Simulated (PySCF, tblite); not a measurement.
# C₄H₁₁NOSi: geometry, infrared bands and NMR shifts

What infrared bands and NMR shifts should C₄H₁₁NOSi (`CO[Si@@H]1CCCN1`) show?

Computed with tblite 0.8.0 and PySCF 2.14.0, with density-fitted response routines of our own, on a single molecule in the gas phase. Atoms are numbered from 0 throughout.

## 1. The starting structure

18 atoms, charge 0, multiplicity 1; geometry from: force field or distance geometry start.

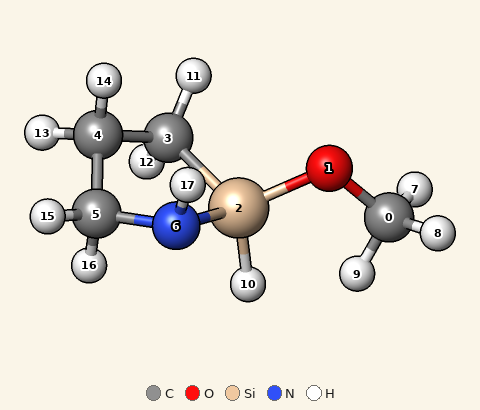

As it starts; carbon grey, oxygen red, silicon light orange, nitrogen blue, hydrogen white, atoms numbered; sticks join atoms by distance.

## 2. Relaxing the molecule with GFN2-xTB

The job: settings as JSON, then the geometry in Å.

```
{"job": {"kind": "relax", "xc": "GFN2-xTB", "basis": "xTB"}, "charge": 0, "multiplicity": 1}
C      2.995300     0.372000    -0.122600
O      1.830700     0.046900     0.599700
Si     0.550700    -0.027600    -0.474400
C     -0.863900     1.137200    -0.080000
C     -2.003200     0.133200     0.082300
C     -1.703100    -1.054500    -0.779100
N     -0.382400    -1.563600    -0.401800
H      3.293300     1.428100     0.023300
H      3.835900    -0.308700     0.120600
H      2.724200     0.239400    -1.190400
H      1.026100     0.158600    -1.841100
H     -0.718700     1.659900     0.888800
H     -1.100900     1.815800    -0.888200
H     -2.902300     0.638300    -0.353400
H     -2.141900    -0.088300     1.151500
H     -2.475800    -1.830400    -0.715100
H     -1.597800    -0.756200    -1.845200
H     -0.375100    -1.993700     0.548500
```

Run with:

```sh
$ OMP_NUM_THREADS=1 python probes_run.py task.json out
```

This one command runs all jobs of the session in turn.

**Question.** This job is followed by: GFN2-xTB harmonic vibrations, gas phase; GIAO PBE0/pcSseg-1 NMR shielding, non-relativistic, gas phase. What will the session give for the following? strongest single infrared mode (GFN2-xTB); zero-point energy (GFN2-xTB); ¹³C shifts against TMS (PBE0/pcSseg-1); ¹H shifts against TMS (PBE0/pcSseg-1, means over atoms taken as alike); ¹⁷O shifts against H2O (PBE0/pcSseg-1); ²⁹Si shifts against TMS (PBE0/pcSseg-1); ¹⁵N shifts against NH3 (PBE0/pcSseg-1).

As calculated:

| quantity | value |
| --- | --- |
| strongest single infrared mode (GFN2-xTB) | 2171 cm⁻¹, 354 km/mol |
| zero-point energy (GFN2-xTB) | 93.7 kcal/mol |
| ¹³C shifts against TMS (PBE0/pcSseg-1) | 51.3, 46.8, 27.9, 12.8 ppm |
| ¹H shifts against TMS (PBE0/pcSseg-1, means over atoms taken as alike) | 5.11, 3.80, 3.21, 2.84, 1.86, 1.71, 1.01, 0.80, 0.20 ppm |
| ¹⁷O shifts against H2O (PBE0/pcSseg-1) | 24.8 ppm |
| ²⁹Si shifts against TMS (PBE0/pcSseg-1) | -9.5 ppm |
| ¹⁵N shifts against NH3 (PBE0/pcSseg-1) | 48.2 ppm |

**Reading.** Over 101 steps the energy fell by 0.892 eV; of the close pairs, Si2–N6 changed most, 1.799 to 1.708 Å. No mode is imaginary among the 48: a minimum at this level. The strongest single mode, at 2171 cm⁻¹, moves mainly H10. Unscaled tight-binding wavenumbers are off by several per cent, some by more. Its intensities can rank the bands wrongly. At PBE0/pcSseg-1: The widest tensor belongs to O1: span 87 ppm, with a paramagnetic part of -88 ppm.
